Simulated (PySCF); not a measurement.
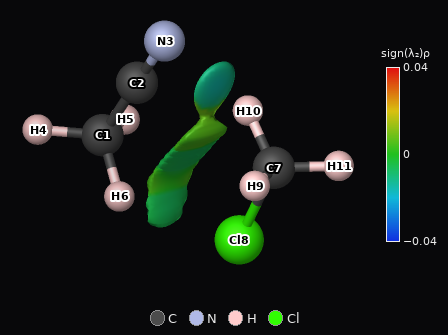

Figure 1: C₃H₆ClN, SMILES `CC#N.CCl`. Non-covalent interaction surfaces between the fragments (reduced density gradient s = 0.6, coloured by sign(λ₂)ρ in a.u.; trimmed to the region between the fragments where ρ is under 0.06 a.u.). Fragment A: H3C2N (atoms 1–6); fragment B: H3CCl.

Method: CAM-B3LYP/6-31G*; geometry: GFN2-xTB; program: PySCF. GFN2-xTB bond lengths at metals and heavier atoms can be off by up to 0.1 Å and shapes distorted, which carries into these values.

The calculation's input:

```python
import numpy as np
from pyscf import gto, scf, dft
from pyscf.scf import atom_ks, atom_hf
from scipy.linalg import block_diag
from pyscf.dispersion import dftd3

def solve(mol, dm0=None, hcore=None):
    mf = (dft.UKS if mol.spin else dft.RKS)(mol, xc='camb3lyp')
    mf.grids.level = 3
    mf = mf.density_fit(auxbasis='def2-universal-jkfit')
    mf.conv_tol, mf.max_cycle = 1e-8, 80
    if hcore is not None:
        mf.get_hcore = lambda *args: hcore
    mf.kernel(dm0)
    if not mf.converged:
        mf = mf.newton().run(mf.mo_coeff, mf.mo_occ, max_cycle=30)
    assert mf.converged, 'SCF not converged'
    return mf

mol = gto.M(atom='''
C     -2.26013     0.90265    -0.01266
C     -1.75863    -0.44038     0.00367
N     -1.35570    -1.51062     0.01614
H     -2.96182     1.02100    -0.83737
H     -2.76474     1.11491     0.92904
H     -1.42577     1.59147    -0.14081
C      1.85010    -0.92521    -0.01781
Cl     1.40310     0.78653     0.00979
H      2.40739    -1.11202    -0.93072
H      0.93212    -1.50739     0.00511
H      2.46201    -1.12690     0.85619
''', basis='6-31g*', charge=0, spin=0, verbose=4)
mol_a = gto.M(atom='''
C     -2.26013     0.90265    -0.01266
C     -1.75863    -0.44038     0.00367
N     -1.35570    -1.51062     0.01614
H     -2.96182     1.02100    -0.83737
H     -2.76474     1.11491     0.92904
H     -1.42577     1.59147    -0.14081
ghost-C      1.85010    -0.92521    -0.01781
ghost-Cl     1.40310     0.78653     0.00979
ghost-H      2.40739    -1.11202    -0.93072
ghost-H      0.93212    -1.50739     0.00511
ghost-H      2.46201    -1.12690     0.85619
''', basis='6-31g*', charge=0, spin=0, verbose=4)
mol_b = gto.M(atom='''
ghost-C     -2.26013     0.90265    -0.01266
ghost-C     -1.75863    -0.44038     0.00367
ghost-N     -1.35570    -1.51062     0.01614
ghost-H     -2.96182     1.02100    -0.83737
ghost-H     -2.76474     1.11491     0.92904
ghost-H     -1.42577     1.59147    -0.14081
C      1.85010    -0.92521    -0.01781
Cl     1.40310     0.78653     0.00979
H      2.40739    -1.11202    -0.93072
H      0.93212    -1.50739     0.00511
H      2.46201    -1.12690     0.85619
''', basis='6-31g*', charge=0, spin=0, verbose=4)
ab, a, b = solve(mol), solve(mol_a), solve(mol_b)
e_int = ab.e_tot - a.e_tot - b.e_tot
print('counterpoise-corrected interaction energy / kcal/mol', e_int * 627.5095)
def disp(atoms, charge):
    m = gto.M(atom=atoms, charge=charge, basis='sto-3g', spin=None, unit='Bohr', verbose=0)
    return dftd3.DFTD3Dispersion(m, xc='camb3lyp', version='d3bj').get_dispersion()['energy']
e_disp = disp(mol._atom, mol.charge) - disp(mol._atom[:6], mol_a.charge) - disp(mol._atom[6:], mol_b.charge)
print('D3(BJ) part / kcal/mol', e_disp * 627.5095)
# spherically averaged free atoms, for the promolecule
atm = atom_ks.get_atm_nrks(mol, xc='camb3lyp')
pro = block_diag(*[(atm[a[0]][2] * atm[a[0]][3]) @ atm[a[0]][2].T for a in mol._atom])
np.savez('result.npz', e_int=e_int, e_disp=e_disp, dm_a=a.make_rdm1(), dm_b=b.make_rdm1(), c=ab.mo_coeff, occ=ab.mo_occ, eps=ab.mo_energy, pro=pro, d=[f.dip_moment(verbose=0) for f in (ab, a, b)])
```

Run with:

```sh
OMP_NUM_THREADS=1 python input.py
```

The run took 26 s on 1 thread of Arm Neoverse V1, on a shared host, peak memory 0.45 GiB.

Partitions, critical points and surface values were worked out afterwards from this run's density.

Q: Which interactions hold the two fragments together?

A: Bond critical points between the fragments: N3···H10, weak C–H hydrogen bond, 2.29 Å, ρ = 0.014 a.u.; C2···Cl8, 3.39 Å, ρ = 0.007 a.u.; H6···Cl8, weak C–H hydrogen bond, 2.94 Å, ρ = 0.006 a.u. All are weak and appear green, as weak hydrogen bonds do. Several contacts close a ring, whose ring point adds a part with positive λ₂ between them. The pose is a local one from a semi-empirical search, not shown to be the most stable.

Q: How strongly are they bound?

A: The counterpoise-corrected interaction energy of the frozen fragments is −2.3 kcal/mol without dispersion correction and −3.8 kcal/mol with D3(BJ). The pair geometry is semi-empirical, not a minimum at this level.
